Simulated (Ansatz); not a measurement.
## Electronic structure of FGe$_{3}$H$_{8}$O···GeH$_{3}$ in real space

Input

```
crystal:
  periodic: [false, false, false]
  atoms:
    - {symbol: Ge, position_ang: [-1.033684, -0.127582, -0.155574]}
    - {symbol: Ge, position_ang: [2.080387, -0.354686, -0.025648]}
    - {symbol: Ge, position_ang: [-0.663153, 1.591223, -1.837347]}
    - {symbol: Ge, position_ang: [-0.779982, -0.037162, 2.262029]}
    - {symbol: F, position_ang: [-2.730402, -0.607223, -0.322724]}
    - {symbol: H, position_ang: [0.558565, -1.591213, -0.586752]}
    - {symbol: O, position_ang: [-0.474342, -1.836644, -0.902118]}
    - {symbol: H, position_ang: [2.740652, -0.728032, 1.330432]}
    - {symbol: H, position_ang: [3.191740, -0.579716, -1.086796]}
    - {symbol: H, position_ang: [1.988743, 1.201671, 0.056097]}
    - {symbol: H, position_ang: [-1.996432, 1.834265, -2.558649]}
    - {symbol: H, position_ang: [0.407921, 1.107204, -2.819373]}
    - {symbol: H, position_ang: [-0.207049, 2.861293, -1.112195]}
    - {symbol: H, position_ang: [0.431245, 0.822496, 2.628467]}
    - {symbol: H, position_ang: [-2.066643, 0.544364, 2.869013]}
    - {symbol: H, position_ang: [-0.586206, -1.483742, 2.740027]}
    - {symbol: H, position_ang: [-0.861359, -2.616616, -0.478789]}
basis:
  gaussian: {orbitals: def2-TZVPP}
hamiltonian: {xc: pbe0, dispersion: d4}
output: {orbitals: {seedname: orbitals}}
```

Launched as:

```sh
ansatz run in.yaml --threads 4 --pin off --events-out ev --progress --plain --max-ram 63488MiB --backend cuda --devices 0, --max-vram 37GiB
```

A transition-state structure; geometry: PBE0-D4/def2-TZVP.

Level of theory: RKS PBE0-D4/def2-TZVPP in Ansatz.

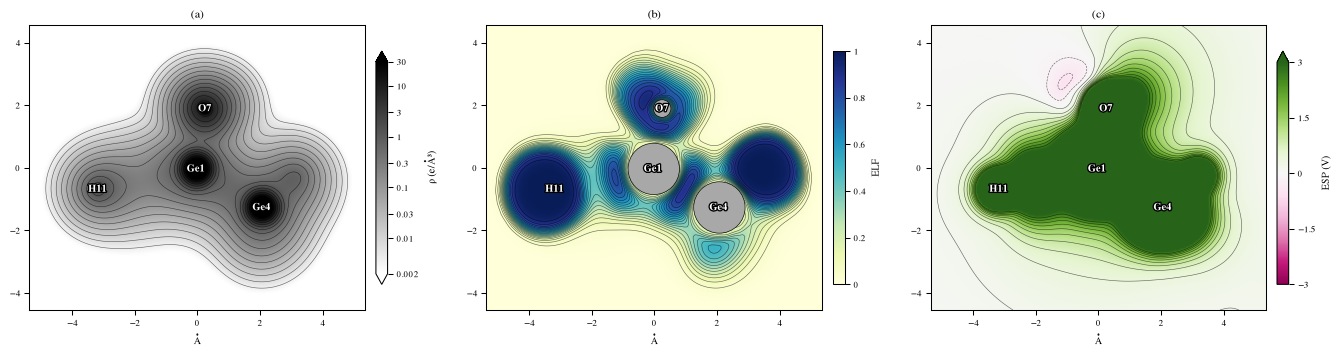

Figure 1. (a) electron density; (b) electron localisation function; (c) electrostatic potential on the plane of atoms Ge4, Ge1 and O7. Grey discs cover the atomic cores in the ELF map.

**What do the fields say about this system?**

The plane passes through Ge, O and H nuclei. Ge–O (1.95 Å): ρ at the midpoint is about 0.68 e/Å³; the ELF peaks at about 0.90 in the valence shell of O, 0.6 Å from its nucleus, and is about 0.35 at the midpoint. Ge–Ge (2.43 Å): ρ is about 0.59 e/Å³ halfway; the ELF peaks at about 0.90 between the atoms, as expected for a shared electron pair. The ELF also peaks beside O7, away from the bonds: lone-pair regions. Outside the dense part of the complex the potential is most negative (−0.5 V) near O7.

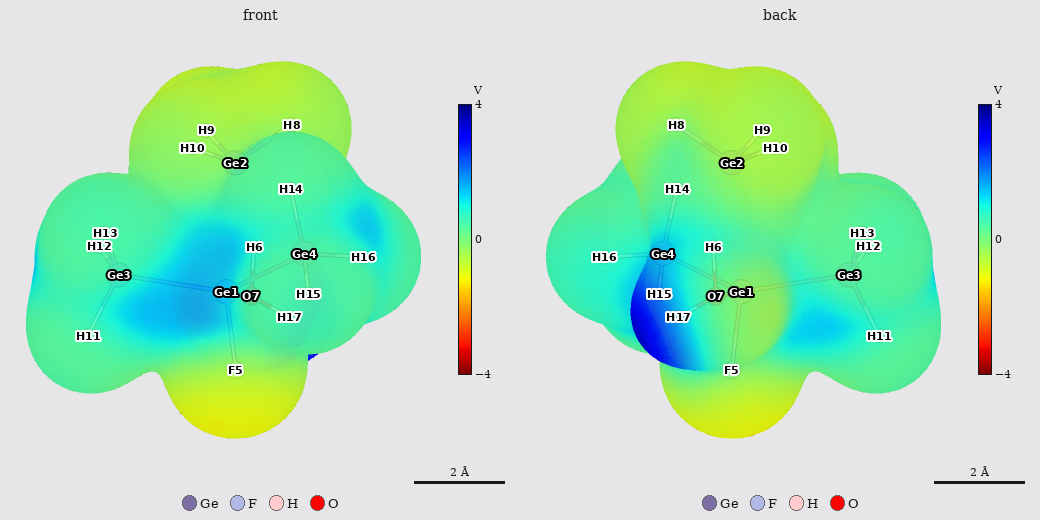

Figure 2. The electrostatic potential painted on the density surface at 0.002 e/bohr³, seen from the front and from behind; red is negative and blue positive.

**Which sites attract a positive test charge, and which a negative one?**

A positive charge is drawn to the negative regions and a negative charge to the positive ones. The most negative region (about −1.1 V) lies over F5, the most positive (about +3.3 V) over H17.

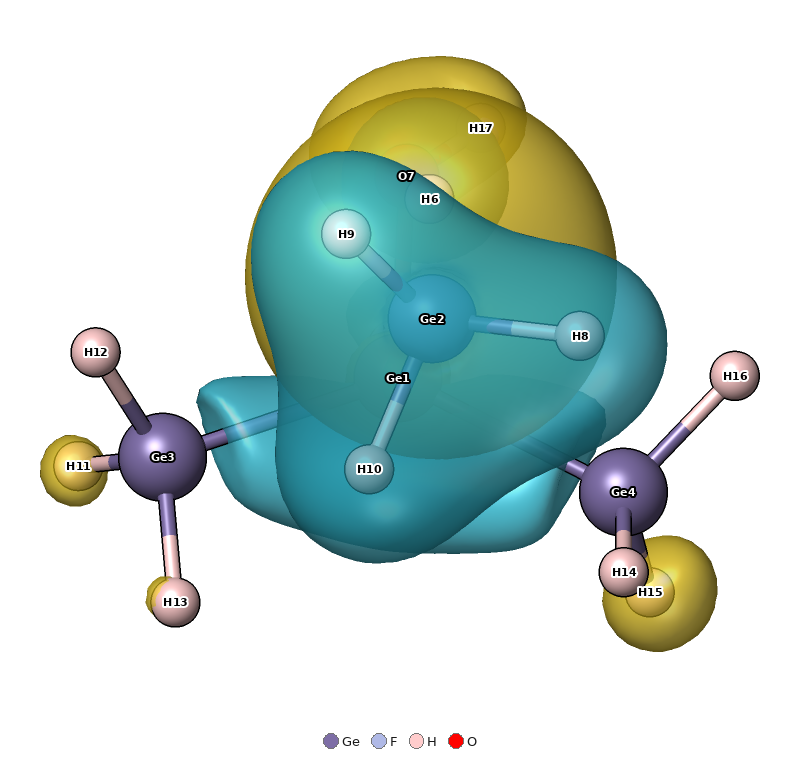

Figure 3. One frontier orbital at ±0.06 Å⁻³ᐟ² (yellow and cyan are the two phases), seen from one side.

**Which orbital is it: HOMO or LUMO?**

The HOMO, at −6.14 eV. Its weight (Hirshfeld) is mainly on Ge2 (about 45 %), O7 (about 10 %), H6 (about 10 %) and Ge1 (about 10 %).

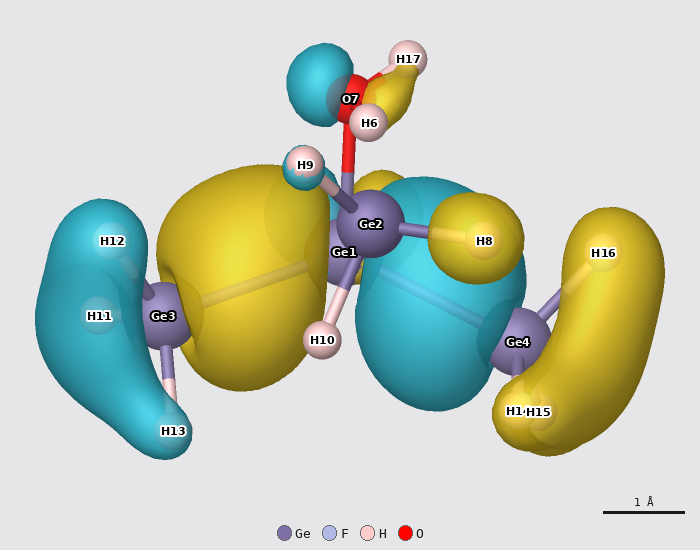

Figure 4. The HOMO−1 at ±0.08 Å⁻³ᐟ² (yellow and cyan are the two phases), seen from one side.

**What is the character of this orbital?**

Its weight (Hirshfeld) is mainly on Ge1 (about 30 %), Ge4 (about 20 %), Ge3 (about 20 %) and F5 (about 10 %). Its energy is −8.12 eV.
